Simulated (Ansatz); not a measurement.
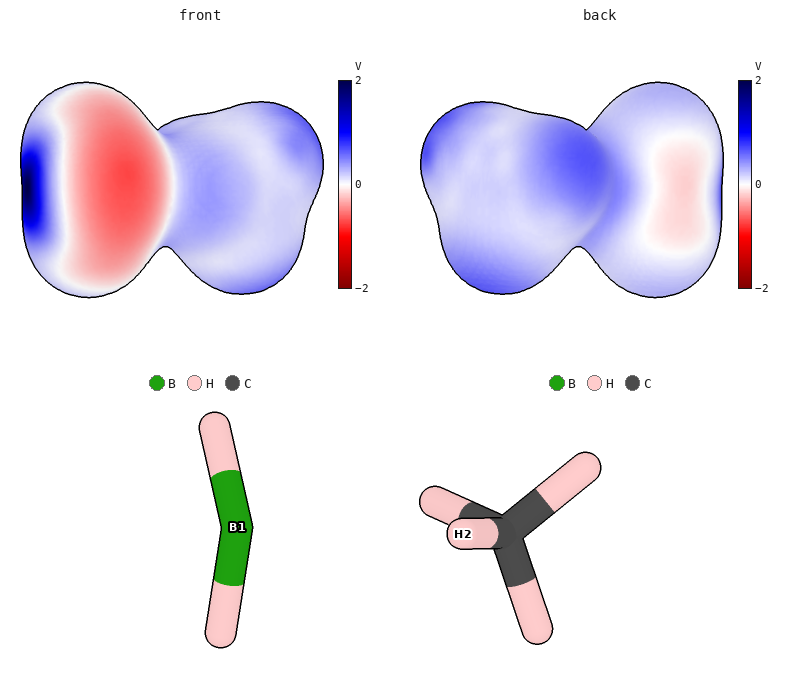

*BH₂···CH₄ (doublet). The molecular electrostatic potential painted on the density surface at 0.002 e/bohr³, seen from the front and from behind; red is negative and blue positive. The bare structure is drawn below in the same view.*

Computed with UKS BHLYP/def2-SVP (Ansatz).

```yaml
atoms:
  - { symbol: B, position_ang: [-0.0218, -0.1589, -0.3383] }
  - { symbol: H, position_ang: [0.1005, -0.8450, 1.9452] }
  - { symbol: H, position_ang: [1.0348, 0.3984, -0.3247] }
  - { symbol: H, position_ang: [-1.1205, 0.3087, -0.3537] }
  - { symbol: C, position_ang: [0.0214, -0.1042, 2.7562] }
  - { symbol: H, position_ang: [-0.6343, -0.5064, 3.5306] }
  - { symbol: H, position_ang: [1.0151, 0.0755, 3.1689] }
  - { symbol: H, position_ang: [-0.3950, 0.8318, 2.3773] }
```

### Which sites attract a positive test charge, and which a negative one?

A positive charge is drawn to the negative regions and a negative charge to the positive ones. The most negative region (about −0.7 V) lies over H4, the most positive (about +1.8 V) over B1.
